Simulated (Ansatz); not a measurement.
# Geometry relaxation, with input and output: AlSi₂H₆Cl (part 2 of 2)

AlSi₂H₆Cl; UKS PBE-D4/def2-SVP (Ansatz 0.2.0). It belongs to a series of runs on one base structure; here: end point A relaxed.

Geometry of the input (Å):
```
Al -1.8207  0.4134  -0.8464
Si -0.1529  -0.9784  -0.1163
Si 1.4253  0.2485  0.8228
Cl 2.3003  1.6075  -0.5707
H  -2.2502  0.5017  -2.4253
H  -2.6364  1.4047  0.1871
H  0.4347  -1.7086  -1.2565
H  -0.6511  -1.9090  0.8607
H  0.8989  1.0062  2.0163
H  2.5353  -0.6373  1.3312
```

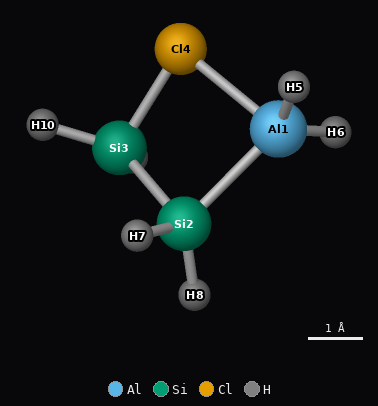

Figure 1. The geometry at step 16 of the log (ball-and-stick view, seen at a tilt; atoms are numbered from 1 in the order of the input).

Trajectory as extended XYZ, continued:
```
10
Properties=species:S:1:pos:R:3:forces:R:3 step=7 energy=-34945.01435
Al   -1.7534    0.5465   -0.9467    0.0344   0.1169   0.0067
Si   -0.1938   -1.1563   -0.0940   -0.0643  -0.0578   0.0517
Si    1.4389    0.2060    0.8973    0.1450  -0.0351  -0.0983
Cl    1.7259    1.6735   -0.6178   -0.0688  -0.0735   0.0910
H    -2.1294    0.7232   -2.4977    0.0545  -0.0355   0.0561
H    -2.4239    1.5075    0.1537    0.0328  -0.0239  -0.0389
H     0.4876   -1.9719   -1.1628    0.0146  -0.0274   0.0148
H    -0.7844   -2.0921    0.9388    0.0263   0.0134  -0.0397
H     0.9322    0.9306    2.1113    0.0013  -0.0039   0.0407
H     2.7834   -0.4182    1.2208   -0.1759   0.1268  -0.0841
10
Properties=species:S:1:pos:R:3:forces:R:3 step=8 energy=-34945.05431
Al   -1.6743    0.5745   -0.9444    0.0805   0.1274   0.0098
Si   -0.2070   -1.2047   -0.0767   -0.0894  -0.0623   0.0639
Si    1.4042    0.1950    0.8941    0.1452  -0.0394  -0.1131
Cl    1.5354    1.6882   -0.6387   -0.0997  -0.1186   0.1223
H    -2.0385    0.7628   -2.4965    0.0637  -0.0338   0.0534
H    -2.3285    1.5433    0.1585    0.0365  -0.0240  -0.0346
H     0.4860   -2.0237   -1.1354    0.0193  -0.0245   0.0175
H    -0.8056   -2.1331    0.9580    0.0341   0.0230  -0.0492
H     0.9149    0.8987    2.1278    0.0102  -0.0025   0.0273
H     2.7966   -0.3524    1.1561   -0.2004   0.1548  -0.0973
10
Properties=species:S:1:pos:R:3:forces:R:3 step=9 energy=-34945.11751
Al   -1.5828    0.6099   -0.9379    0.1402   0.1401   0.0119
Si   -0.2237   -1.2530   -0.0606   -0.1178  -0.0661   0.0707
Si    1.3660    0.1826    0.8895    0.1066  -0.0984  -0.0667
Cl    1.3369    1.6863   -0.6577   -0.1248  -0.1060   0.0896
H    -1.9395    0.8003   -2.4906    0.0711  -0.0279   0.0420
H    -2.2311    1.5786    0.1670    0.0296  -0.0267  -0.0206
H     0.4857   -2.0713   -1.1096    0.0227  -0.0209   0.0234
H    -0.8241   -2.1778    0.9758    0.0425   0.0315  -0.0552
H     0.8975    0.8724    2.1396    0.0175   0.0047   0.0101
H     2.7984   -0.2792    1.0875   -0.1875   0.1697  -0.1051
10
Properties=species:S:1:pos:R:3:forces:R:3 step=10 energy=-34945.19962
Al   -1.4807    0.6477   -0.9276    0.1742   0.1775   0.0091
Si   -0.2497   -1.3070   -0.0447   -0.1417  -0.0557   0.0443
Si    1.3176    0.1663    0.8823    0.1907  -0.1624   0.0029
Cl    1.1407    1.6772   -0.6711   -0.1246  -0.0769   0.0264
H    -1.8236    0.8424   -2.4821    0.0595  -0.0340   0.0359
H    -2.1253    1.6100    0.1839   -0.0139  -0.0535  -0.0087
H     0.4831   -2.1232   -1.0803    0.0229  -0.0163   0.0330
H    -0.8455   -2.2296    0.9954    0.0553   0.0491  -0.0528
H     0.8747    0.8497    2.1451    0.0145   0.0123   0.0004
H     2.7918   -0.1847    1.0021   -0.2369   0.1598  -0.0905
10
Properties=species:S:1:pos:R:3:forces:R:3 step=11 energy=-34945.24164
Al   -1.3472    0.7253   -0.9126   -0.2522  -0.0505  -0.0091
Si   -0.2906   -1.3505   -0.0395   -0.0934   0.0196  -0.0255
Si    1.2708    0.1282    0.8790    0.1930  -0.2234   0.1526
Cl    0.9522    1.6311   -0.6909    0.2762   0.2372  -0.0741
H    -1.7023    0.8739   -2.4675    0.0513  -0.0006   0.0141
H    -2.0705    1.6188    0.2083   -0.0232  -0.0597  -0.0119
H     0.4889   -2.1609   -1.0470    0.0054  -0.0221   0.0305
H    -0.8519   -2.2649    1.0160   -0.0037  -0.0222   0.0143
H     0.8641    0.8327    2.1431   -0.0025   0.0216  -0.0181
H     2.7698   -0.0852    0.9139   -0.1510   0.1001  -0.0729
10
Properties=species:S:1:pos:R:3:forces:R:3 step=12 energy=-34945.25562
Al   -1.3697    0.7137   -0.9089    0.0175   0.0572  -0.0413
Si   -0.3053   -1.3546   -0.0357    0.0362   0.0164  -0.0135
Si    1.2744    0.1183    0.8793    0.1442   0.0484  -0.0328
Cl    1.0211    1.6560   -0.6752   -0.1373  -0.0107  -0.0160
H    -1.6757    0.8856   -2.4710    0.0223  -0.0102   0.0214
H    -2.1022    1.5917    0.2148   -0.0137  -0.0262  -0.0062
H     0.4758   -2.1773   -1.0318   -0.0133  -0.0093   0.0089
H    -0.8741   -2.2713    1.0167    0.0021   0.0328   0.0112
H     0.8660    0.8312    2.1378    0.0023  -0.0241   0.0270
H     2.7729   -0.0446    0.8769   -0.0603  -0.0742   0.0412
10
Properties=species:S:1:pos:R:3:forces:R:3 step=13 energy=-34945.26168
Al   -1.3811    0.7188   -0.9186    0.0461  -0.0135  -0.0026
Si   -0.2980   -1.3395   -0.0394    0.0004   0.0042   0.0012
Si    1.2890    0.1243    0.8765    0.0020  -0.0191  -0.0301
Cl    1.0011    1.6643   -0.6749   -0.0300   0.0132   0.0442
H    -1.6690    0.8888   -2.4827    0.0097   0.0048   0.0074
H    -2.1344    1.5738    0.2083   -0.0134  -0.0036  -0.0160
H     0.4768   -2.1791   -1.0262   -0.0120  -0.0090   0.0048
H    -0.8672   -2.2399    1.0265   -0.0030   0.0079   0.0084
H     0.8856    0.8153    2.1495    0.0168   0.0095  -0.0033
H     2.7803   -0.0780    0.8839   -0.0165   0.0056  -0.0141
10
Properties=species:S:1:pos:R:3:forces:R:3 step=14 energy=-34945.27294
Al   -1.3702    0.7205   -0.9390   -0.0421   0.0297  -0.0059
Si   -0.3036   -1.3323   -0.0342   -0.0672  -0.0482  -0.0127
Si    1.2961    0.1164    0.8553    0.1407   0.0493   0.0909
Cl    0.9277    1.7658   -0.5551   -0.0129   0.0251  -0.0071
H    -1.5601    0.8930   -2.5171    0.0037   0.0010  -0.0040
H    -2.2347    1.5358    0.1390    0.0021  -0.0281  -0.0274
H     0.4412   -2.2392   -0.9806    0.0021  -0.0090  -0.0196
H    -0.8755   -2.1645    1.0832   -0.0222  -0.0059   0.0113
H     0.9770    0.7258    2.1937    0.0033  -0.0114  -0.0189
H     2.7854   -0.0727    0.7576   -0.0076  -0.0025  -0.0064
10
Properties=species:S:1:pos:R:3:forces:R:3 step=15 energy=-34945.27632
Al   -1.3737    0.7230   -0.9759   -0.1082   0.0748   0.0644
Si   -0.3083   -1.3113   -0.0202   -0.0612  -0.1031  -0.0245
Si    1.3337    0.1078    0.8476    0.1377   0.1906   0.1340
Cl    0.8596    1.8663   -0.4153   -0.0250  -0.1204   0.0615
H    -1.4585    0.9017   -2.5680    0.0257  -0.0027   0.0663
H    -2.3792    1.4671    0.0457    0.1098  -0.0541  -0.1154
H     0.3910   -2.2908   -0.9343   -0.0167   0.0305   0.0343
H    -0.9038   -2.0713    1.1423    0.0115   0.0196  -0.0557
H     1.1041    0.6249    2.2532    0.0474  -0.0578  -0.1779
H     2.8183   -0.0689    0.6277   -0.1210   0.0227   0.0129
10
Properties=species:S:1:pos:R:3:forces:R:3 step=16 energy=-34945.27919
Al   -1.3884    0.7143   -0.9610   -0.0045   0.0950  -0.0014
Si   -0.3095   -1.3193   -0.0194   -0.0509  -0.0647   0.0180
Si    1.3329    0.1073    0.8512    0.0373   0.1498   0.0311
Cl    0.8484    1.8412   -0.4359    0.0303  -0.0652   0.0720
H    -1.4438    0.9067   -2.5506   -0.0241  -0.0269   0.0307
H    -2.3680    1.4967    0.0480    0.0463  -0.0709  -0.0624
H     0.4009   -2.2840   -0.9389   -0.0201   0.0208   0.0108
H    -0.9056   -2.0963    1.1291    0.0152   0.0013  -0.0241
H     1.1015    0.6444    2.2418    0.0218  -0.0387  -0.0709
H     2.8147   -0.0623    0.6386   -0.0511  -0.0004  -0.0037
10
Properties=species:S:1:pos:R:3:forces:R:3 step=17 energy=-34945.28026
Al   -1.3766    0.7235   -0.9679   -0.0326  -0.0298  -0.0051
Si   -0.3109   -1.3103   -0.0053   -0.0235  -0.0619  -0.0120
Si    1.3458    0.1200    0.8514   -0.1075  -0.1063  -0.0800
Cl    0.8251    1.8784   -0.3618    0.0044   0.0336  -0.0466
H    -1.4054    0.8957   -2.5588    0.0080   0.0058   0.0099
H    -2.4058    1.4724    0.0060    0.0174  -0.0001  -0.0139
H     0.3759   -2.2975   -0.9217   -0.0006   0.0625   0.0231
H    -0.9158   -2.0901    1.1383    0.0203   0.0530  -0.0131
H     1.1427    0.6277    2.2443    0.0459   0.0093   0.1246
H     2.8081   -0.0710    0.5783    0.0681   0.0340   0.0132
10
Properties=species:S:1:pos:R:3:forces:R:3 step=18 energy=-34945.28431
Al   -1.3864    0.7214   -0.9782    0.0072  -0.0038  -0.0043
Si   -0.3237   -1.3070   -0.0036    0.0120  -0.0084   0.0140
Si    1.3462    0.1078    0.8523   -0.0168   0.0136  -0.0049
Cl    0.8027    1.8839   -0.3335   -0.0081   0.0231  -0.0043
H    -1.3819    0.8940   -2.5687    0.0047  -0.0032   0.0010
H    -2.4367    1.4700   -0.0295    0.0049  -0.0025   0.0015
H     0.3761   -2.2898   -0.9101   -0.0110   0.0016   0.0010
H    -0.9190   -2.0658    1.1557   -0.0034  -0.0030  -0.0077
H     1.1961    0.5880    2.2689    0.0065  -0.0058   0.0076
H     2.8098   -0.0538    0.5497    0.0039  -0.0115  -0.0038
10
Properties=species:S:1:pos:R:3:forces:R:3 step=19 energy=-34945.28515
Al   -1.3854    0.7184   -0.9857   -0.0026   0.0043  -0.0104
Si   -0.3275   -1.3042    0.0043    0.0039   0.0164   0.0011
Si    1.3473    0.1135    0.8495    0.0258   0.0041   0.0260
Cl    0.7725    1.9147   -0.2883    0.0008  -0.0332   0.0316
H    -1.3410    0.8886   -2.5769    0.0006  -0.0001   0.0138
H    -2.4632    1.4586   -0.0608    0.0050  -0.0058  -0.0078
H     0.3637   -2.2992   -0.8950   -0.0016   0.0031   0.0051
H    -0.9317   -2.0497    1.1675    0.0035   0.0033  -0.0018
H     1.2456    0.5565    2.2858   -0.0063   0.0022  -0.0530
H     2.8031   -0.0485    0.5026   -0.0291   0.0057  -0.0046
10
Properties=species:S:1:pos:R:3:forces:R:3 step=20 energy=-34945.28572
Al   -1.3856    0.7182   -0.9934   -0.0011   0.0094   0.0017
Si   -0.3319   -1.3005    0.0096    0.0190   0.0121   0.0028
Si    1.3528    0.1103    0.8500    0.0177   0.0218   0.0148
Cl    0.7501    1.9298   -0.2435   -0.0060  -0.0322   0.0101
H    -1.3126    0.8879   -2.5844    0.0045   0.0015   0.0242
H    -2.4873    1.4487   -0.0885    0.0087  -0.0067  -0.0141
H     0.3547   -2.3054   -0.8826   -0.0036   0.0021   0.0086
H    -0.9376   -2.0354    1.1789   -0.0005   0.0029  -0.0054
H     1.2801    0.5396    2.2926    0.0039  -0.0159  -0.0532
H     2.8006   -0.0446    0.4642   -0.0425   0.0051   0.0105
10
Properties=species:S:1:pos:R:3:forces:R:3 step=21 energy=-34945.28616
Al   -1.3856    0.7185   -0.9960    0.0024   0.0027  -0.0072
Si   -0.3346   -1.2978    0.0141    0.0253   0.0112   0.0034
Si    1.3561    0.1104    0.8489    0.0037   0.0011  -0.0095
Cl    0.7336    1.9398   -0.2144   -0.0089  -0.0214   0.0050
H    -1.2882    0.8888   -2.5856    0.0041   0.0031   0.0236
H    -2.5069    1.4419   -0.1104    0.0077  -0.0029  -0.0077
H     0.3499   -2.3103   -0.8710   -0.0054   0.0025   0.0040
H    -0.9432   -2.0259    1.1860   -0.0013   0.0039  -0.0002
H     1.3058    0.5236    2.2952    0.0064  -0.0059  -0.0245
H     2.7962   -0.0403    0.4360   -0.0339   0.0056   0.0131
10
Properties=species:S:1:pos:R:3:forces:R:3 step=22 energy=-34945.28668
Al   -1.3849    0.7145   -1.0021    0.0092   0.0198  -0.0109
Si   -0.3381   -1.2960    0.0220    0.0159   0.0040  -0.0013
Si    1.3596    0.1099    0.8459   -0.0014   0.0031  -0.0340
Cl    0.6993    1.9565   -0.1622   -0.0022  -0.0194   0.0022
H    -1.2398    0.8974   -2.5868   -0.0025  -0.0067   0.0224
H    -2.5352    1.4277   -0.1471    0.0000  -0.0052  -0.0043
H     0.3347   -2.3239   -0.8537    0.0029   0.0024   0.0041
H    -0.9511   -2.0079    1.2012   -0.0048   0.0039   0.0044
H     1.3524    0.5000    2.2974    0.0021  -0.0059   0.0095
H     2.7864   -0.0295    0.3884   -0.0193   0.0040   0.0080
10
Properties=species:S:1:pos:R:3:forces:R:3 step=23 energy=-34945.28680
Al   -1.3794    0.7171   -1.0095   -0.0162   0.0074  -0.0264
Si   -0.3429   -1.2902    0.0303    0.0086   0.0023  -0.0029
Si    1.3657    0.1094    0.8388    0.0132   0.0069  -0.0083
Cl    0.6551    1.9841   -0.0845   -0.0036  -0.0446   0.0085
H    -1.1781    0.8997   -2.5893    0.0012   0.0053   0.0371
H    -2.5818    1.4021   -0.2014    0.0275  -0.0025  -0.0098
H     0.3193   -2.3421   -0.8247   -0.0012   0.0046   0.0028
H    -0.9674   -1.9718    1.2217    0.0024   0.0034   0.0035
H     1.4191    0.4531    2.3022    0.0007   0.0035  -0.0118
H     2.7735   -0.0126    0.3194   -0.0325   0.0136   0.0073
10
Properties=species:S:1:pos:R:3:forces:R:3 step=24 energy=-34945.28684
Al   -1.3843    0.7126   -1.0111    0.0151   0.0366  -0.0109
Si   -0.3437   -1.2931    0.0283    0.0088  -0.0103   0.0065
Si    1.3641    0.1052    0.8388    0.0090   0.0479  -0.0072
Cl    0.6525    1.9756   -0.0915    0.0012  -0.0257   0.0174
H    -1.1773    0.9060   -2.5878   -0.0116  -0.0086   0.0210
H    -2.5744    1.4110   -0.1969    0.0126  -0.0203  -0.0128
H     0.3258   -2.3445   -0.8214   -0.0123  -0.0016  -0.0017
H    -0.9667   -1.9713    1.2226    0.0012  -0.0050  -0.0017
H     1.4149    0.4520    2.3023    0.0000  -0.0032  -0.0216
H     2.7724   -0.0049    0.3195   -0.0240  -0.0097   0.0111
10
Properties=species:S:1:pos:R:3:forces:R:3 step=25 energy=-34945.28719
Al   -1.3802    0.7152   -1.0123    0.0074  -0.0037   0.0055
Si   -0.3427   -1.2932    0.0297   -0.0013   0.0101  -0.0039
Si    1.3639    0.1083    0.8380   -0.0012  -0.0035  -0.0009
Cl    0.6501    1.9785   -0.0837   -0.0035  -0.0017  -0.0006
H    -1.1755    0.9075   -2.5877    0.0008  -0.0016   0.0012
H    -2.5755    1.4046   -0.2015    0.0007  -0.0017  -0.0003
H     0.3209   -2.3473   -0.8208   -0.0013   0.0000   0.0000
H    -0.9666   -1.9703    1.2241   -0.0010  -0.0003  -0.0002
H     1.4194    0.4525    2.3005   -0.0009   0.0017   0.0013
H     2.7693   -0.0070    0.3166    0.0004   0.0006  -0.0021
```

Summary:

```csv
quantity,value
outcome,converged
total energy,−34945.2872 eV
mean-field energy,−34944.9976 eV
largest force (length of the vector) at the end,0.011 eV/Å
wall time,51 s (CPU time 99 s)
peak memory,0.2 GiB
```
